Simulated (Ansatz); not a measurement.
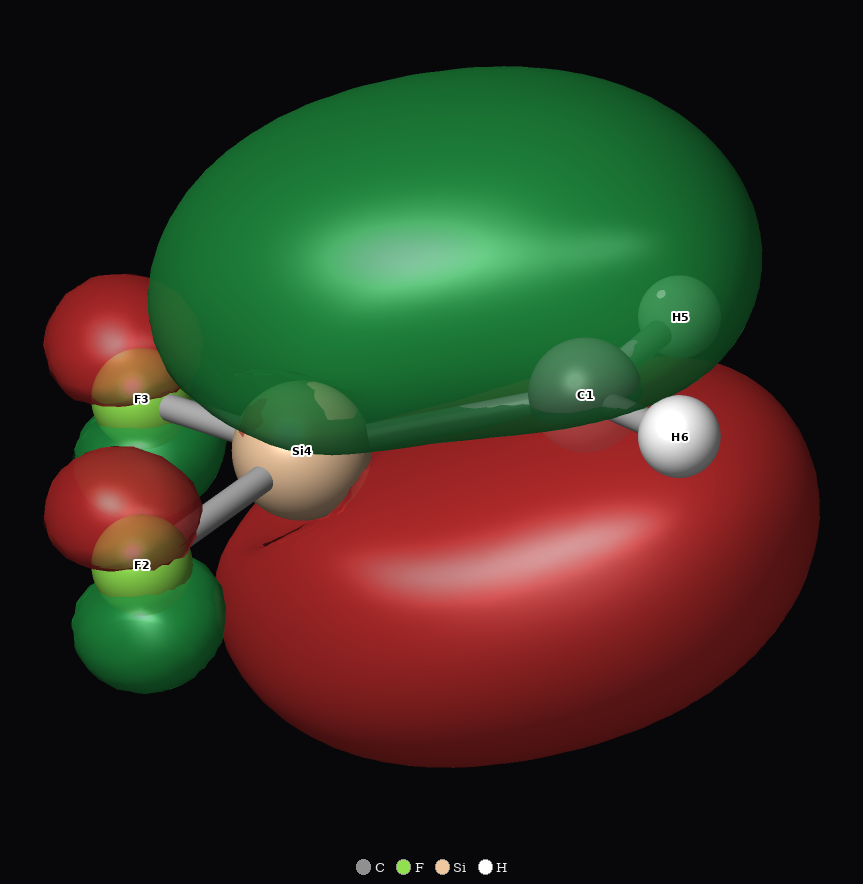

*CH2F2Si (SMILES C=[Si](F)F). The HOMO at ±0.08 Å⁻³ᐟ² (green and red are the two phases), seen at an oblique angle.*

Geometry: B3LYP/6-31G*.

Level of theory: Ansatz, isolated molecule in a Gaussian basis; Kohn-Sham density functional theory, functional PBE0.

Input

```
crystal:
  periodic: [false, false, false]
  atoms:
    - {symbol: C, position_ang: [-1.517735, 0.042004, 0.770779]}
    - {symbol: F, position_ang: [-2.958946, -1.747048, 2.585765]}
    - {symbol: F, position_ang: [-1.802799, -2.866201, 0.585770]}
    - {symbol: Si, position_ang: [-2.069610, -1.460167, 1.292070]}
    - {symbol: H, position_ang: [-0.914842, 0.134765, -0.124929]}
    - {symbol: H, position_ang: [-1.755076, 0.944860, 1.321137]}
basis:
  gaussian:
    orbitals: def2-TZVPD
output: {forces: true, orbitals: {seedname: orbitals}}
hamiltonian:
  xc: pbe0
```

Command:

```sh
ansatz run input.yaml --threads 1 --pin off --max-ram 2610MiB --events-out events.jsonl --progress --plain --runs-dir runs
```

### Describe this orbital and give its energy.

Its weight (Hirshfeld) is mainly on C1 (about 55 %) and Si4 (about 35 %); it changes sign across the molecular plane (π type); π-bonding across C1–Si4. Its energy is −6.83 eV.
